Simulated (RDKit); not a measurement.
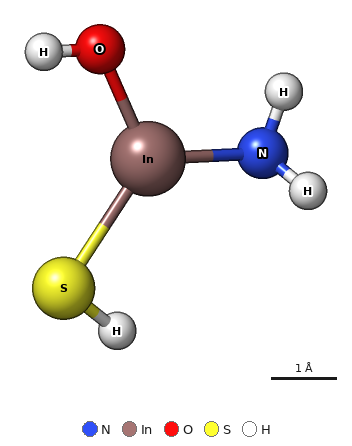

Figure 1. The structure as given in the input (ball-and-stick view, seen at a tilt). Sticks mark near contacts. Bond lengths as drawn: H–N 1.02 Å, H–O 0.96 Å, H–S 1.32 Å, In–N 2.06 Å, In–O 1.95 Å and In–S 2.42 Å.

**Property calculation, with input and output: InNH$_{4}$SO**

System: InNH$_{4}$SO, SMILES [NH2][In]([OH])[SH].
Method: EHT (RDKit 2026.09.1).

The geometry comes from this level: GFN2-xTB.

Input file (ff.py)
```python
# eht eht with RDKit
import json
import numpy as np
from rdkit import Chem
from rdkit.Chem import AllChem
from rdkit.Chem import rdDetermineBonds
from rdkit.Chem import rdEHTTools

mol = Chem.MolFromXYZFile("mol.xyz")
symbols = [a.GetSymbol() for a in mol.GetAtoms()]
start = mol.GetConformer().GetPositions().copy()

ok, res = rdEHTTools.RunMol(mol, keepOverlapAndHamiltonianMatrices=True)
if not ok:
    raise RuntimeError("the extended Hueckel run failed")
eps = np.array(res.GetOrbitalEnergies())
nel = res.numElectrons
homo = (nel + 1) // 2 - 1
print(f"{res.numOrbitals} orbitals, {nel} valence electrons, sum of one-electron energies {res.totalEnergy:.4f} eV")
for i in range(max(0, homo - 3), min(len(eps), homo + 6)):
    print(f"{i + 1:4d} {eps[i]:10.4f} eV", "(HOMO)" if i == homo else "(LUMO)" if i == homo + 1 else "")
q = np.array(res.GetAtomicCharges())
print("Mulliken charges:", " ".join(f"{a}{i + 1}={c:+.3f}" for i, (a, c) in enumerate(zip(symbols, q))))
op = res.GetReducedOverlapPopulationMatrix()
pairs = [(k, i, op[i * (i + 1) // 2 + k]) for i in range(len(symbols)) for k in range(i) if abs(op[i * (i + 1) // 2 + k]) > 0.1]
print("reduced overlap populations above 0.1")
for k, i, p in pairs:
    print(f"  {symbols[k]}{k + 1}-{symbols[i]}{i + 1} {p:7.3f}")
json.dump(dict(symbols=symbols, start=start.tolist(), energy=res.totalEnergy * 23.060548, homo=eps[homo], lumo=eps[homo + 1] if homo + 1 < len(eps) else None, orbital_energies=eps.round(4).tolist(), charges_mulliken=q.tolist(), bond_orders=[[k + 1, i + 1, round(p, 4)] for k, i, p in pairs], nel=nel), open("results.json", "w"))
```

File mol.xyz
```
8

N     -0.774280     1.429200    -0.628300
In     0.220630    -0.188920     0.163910
O      1.878530     0.196680     1.118780
S     -0.684260    -2.429110     0.216970
H     -0.939640     1.311350    -1.624560
H     -0.149200     2.224740    -0.533270
H      2.281230    -0.546210     1.567280
H     -1.833010    -1.997720    -0.280820
```

Launched with:
```bash
python ff.py
```

Log
```
!!! Warning !!! Distance between atoms 7 and 3 (0.956664 A) is suspicious.
20 orbitals, 24 valence electrons, sum of one-electron energies -423.2331 eV
   9   -13.9969 eV
  10   -13.5671 eV
  11   -11.7740 eV
  12   -11.0951 eV (HOMO)
  13    -5.0798 eV (LUMO)
  14    -1.1046 eV
  15     1.7897 eV
  16     2.0180 eV
  17     4.0722 eV
Mulliken charges: N1=-1.136 In2=+1.746 O3=-1.173 S4=-0.323 H5=+0.240 H6=+0.242 H7=+0.426 H8=-0.022
reduced overlap populations above 0.1
  N1-In2   0.395
  In2-O3   0.318
  In2-S4   0.670
  N1-H5   0.728
  N1-H6   0.729
  O3-H7   0.628
  S4-H8   0.735
```

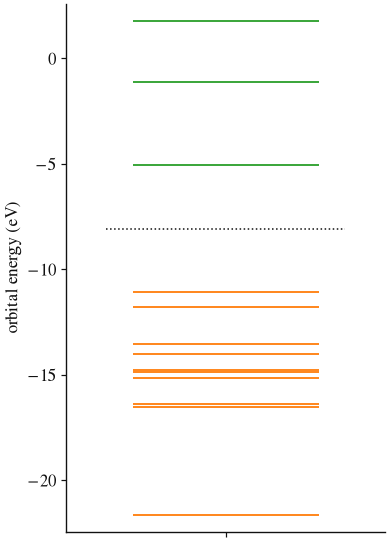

Figure 2. Orbital energies near the frontier; the dotted line parts filled from empty levels, and levels within 0.02 eV of each other stand side by side. Highest filled −11.10 eV, lowest empty −5.08 eV, 6.02 eV apart.

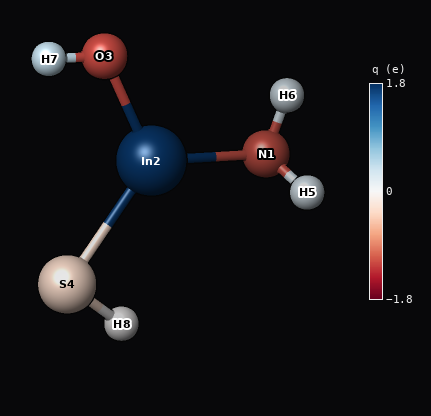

Figure 3. Mulliken charges, as the colour of each atom (ball-and-stick view, seen at a tilt; atoms are numbered from 1 in the order of the input). By element: N −1.14, In +1.75, O −1.17, S −0.32 and H −0.02 to +0.43 e.

Summary

| quantity | value |
| --- | --- |
| outcome | converged |
| total energy | −15.553528 hartree |
| HOMO | −11.10 eV |
| LUMO | −5.08 eV |
| hardware | 1 thread of Arm Neoverse V1, 24 GiB of memory available, shared host |
| peak memory | 0.073 GiB |
